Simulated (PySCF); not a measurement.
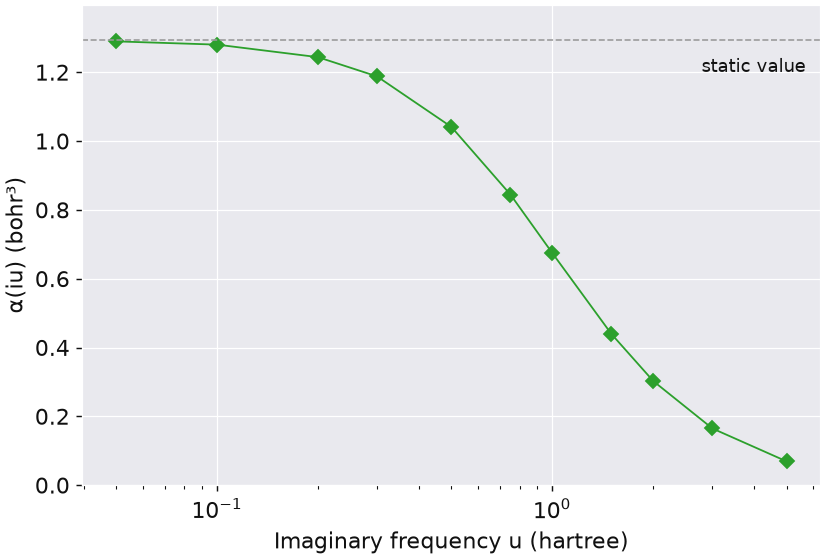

Dipole polarisability at imaginary frequency of an atom or ion with 2 electrons in the configuration 1s². Coupled response at the HF level; PySCF, def2-TZVPPD, non-relativistic, unrestricted single determinants, no spin-orbit coupling.

**Which species is it, and what does the curve give?**

He I (neutral helium). The static dipole polarisability is 1.29 bohr³ (the recommended value is 1.38); α(iu) falls to half of it near u = 1.0 hartree. The Casimir–Polder integral gives C₆ = 1.33 hartree bohr⁶ for two such species.
